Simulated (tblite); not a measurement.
## Frequency calculation of C2H11AlN2Si

The run: frequency calculation of C2H11AlN2Si, SMILES CN[SiH2][N](C)[AlH2]. Method and program: GFN2-xTB harmonic vibrations, gas phase (tblite 0.8.0).

It belongs to a series of runs on one base structure; here: H on Si replaced by NHCH3.

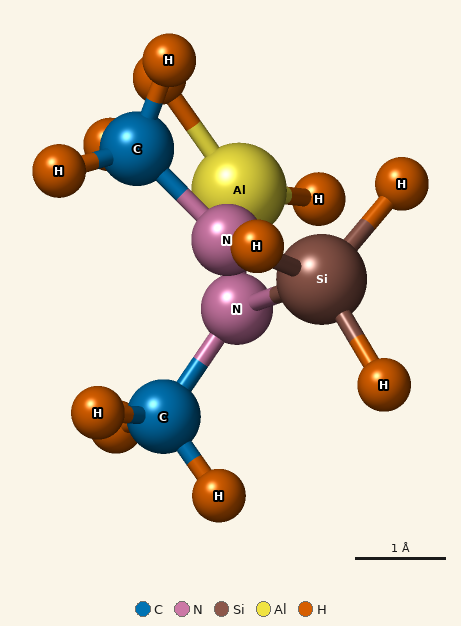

Fig. 1: The structure as given in the input (ball-and-stick view, seen at an oblique angle). Sticks mark near contacts.

## Input file
```
{"job": {"kind": "ir", "xc": "GFN2-xTB", "basis": "xTB"}, "charge": 0, "multiplicity": 1}
C      2.064590    -0.086000     0.778701
N      1.476933    -0.961697    -0.209249
Si     0.161798    -0.488387    -1.209328
N     -1.106682     0.168956    -0.205595
C     -1.814214    -0.782925     0.649957
Al    -1.203876     1.965976    -0.226556
H      2.907002     0.488220     0.378757
H      2.413815    -0.665549     1.636723
H      1.299341     0.617814     1.111620
H      2.147404    -1.621921    -0.572307
H      0.416062     0.656501    -2.121393
H     -0.238104    -1.715864    -1.891899
H     -2.592712    -0.268360     1.215541
H     -2.284686    -1.564969     0.049408
H     -1.133243    -1.262719     1.356278
H     -2.271190     2.689478    -1.073587
H     -0.249233     2.843475     0.621941
```

The first line tells a small driver script what to run in tblite; the rest is the geometry in Å.

Hardware: 1 CPU thread, shared host.

Launched with:
```bash
OMP_NUM_THREADS=1 python <driver script> task.json out
```

## What the program printed
```
mode    cm-1     km/mol
  1      45.1      0.17
  2      58.2      1.02
  3      86.7      0.61
  4      99.9      1.01
  5     139.9      0.31
  6     150.1      1.55
  7     167.5      4.12
  8     242.2      3.87
  9     251.8      3.69
 10     348.4      2.20
 11     435.5     62.09
 12     471.5    121.61
 13     500.0     52.36
 14     541.6     51.25
 15     583.8    164.82
 16     631.2    106.37
 17     727.7    181.61
 18     751.9    153.57
 19     803.0    191.86
 20     822.4    232.69
 21     862.5    522.27
 22    1056.4     31.16
 23    1101.7      0.12
 24    1108.0      4.11
 25    1123.8     84.47
 26    1150.0     81.04
 27    1153.3     74.48
 28    1353.9     61.55
 29    1412.4      0.31
 30    1415.6      0.77
 31    1477.8      3.80
 32    1493.6      0.89
 33    1495.7      2.00
 34    1502.6      2.78
 35    1751.6    356.21
 36    1793.1    238.98
 37    2044.5    410.89
 38    2278.3    318.39
 39    2914.6     63.83
 40    2939.6     46.40
 41    2953.9     46.36
 42    2961.3     55.23
 43    2969.2     35.35
 44    2974.1     20.71
 45    3445.9      2.90
```

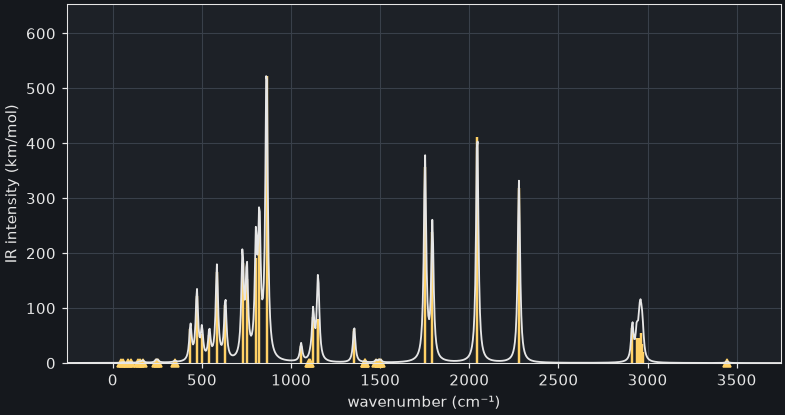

Fig. 2: Harmonic infrared spectrum, unscaled: sticks (degenerate modes added up, dark ones marked on the axis) with a Lorentzian envelope of 16 cm⁻¹ full width, scaled to the tallest stick. 45 modes from 45 to 3446 cm⁻¹, none imaginary. The strongest line is at 862 cm⁻¹ (522 km/mol).

## Summary

```json
{"quantity": "outcome", "value": "converged"}
{"quantity": "total energy", "value": "−505.8761 eV"}
{"quantity": "zero-point energy", "value": "78.0430 kcal/mol"}
{"quantity": "wall time", "value": "0.96 s"}
{"quantity": "peak memory", "value": "0.18 GiB"}
```
